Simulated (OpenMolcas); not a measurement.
# How methods differ on C2H3Ge (SMILES [C]#[C][GeH3])

The species is C2H3Ge (6 atoms), meant as a doublet with charge 0. As SMILES, `[C]#[C][GeH3]`. Geometry: relaxed at PBE0-D4/def2-TZVP.

Each level gives the electronic atomisation energy (eV). The values are calculated. Electronic energies at fixed atoms, without zero-point motion or spin-orbit coupling.

```json
{"level": "USVWN5/def2-SVPD", "kind": "LDA", "program": "OpenMolcas", "value (eV)": "22.78", "CPU time (all runs)": "40 s"}
{"level": "UBLYP/def2-SVPD", "kind": "GGA", "program": "OpenMolcas", "value (eV)": "19.42", "CPU time (all runs)": "59 s"}
{"level": "UPBE/def2-SVPD", "kind": "GGA", "program": "OpenMolcas", "value (eV)": "20.11", "CPU time (all runs)": "56 s"}
{"level": "U-r2SCAN/def2-SVPD", "kind": "meta-GGA", "program": "OpenMolcas", "value (eV)": "19.85", "CPU time (all runs)": "86 s"}
{"level": "UM06-L/def2-SVPD", "kind": "meta-GGA", "program": "OpenMolcas", "value (eV)": "19.51", "CPU time (all runs)": "2.1 min"}
{"level": "UTPSS/def2-SVPD", "kind": "meta-GGA", "program": "OpenMolcas", "value (eV)": "20.00", "CPU time (all runs)": "74 s"}
{"level": "UM06-2X/def2-SVPD", "kind": "hybrid meta-GGA", "program": "OpenMolcas", "value (eV)": "19.57", "CPU time (all runs)": "69 s"}
{"level": "UPBE0/def2-SVPD", "kind": "global hybrid", "program": "OpenMolcas", "value (eV)": "19.69", "CPU time (all runs)": "54 s"}
```

All-electron rows without a relativistic Hamiltonian named are non-relativistic. The values span 19.42 to 22.78 eV. CPU times are rough (shared hosts, several kinds of processor): they show what a rung costs within a factor of a few.

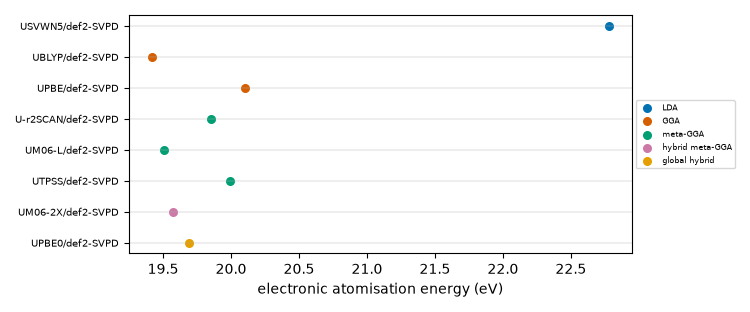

The values of the table, level by level.
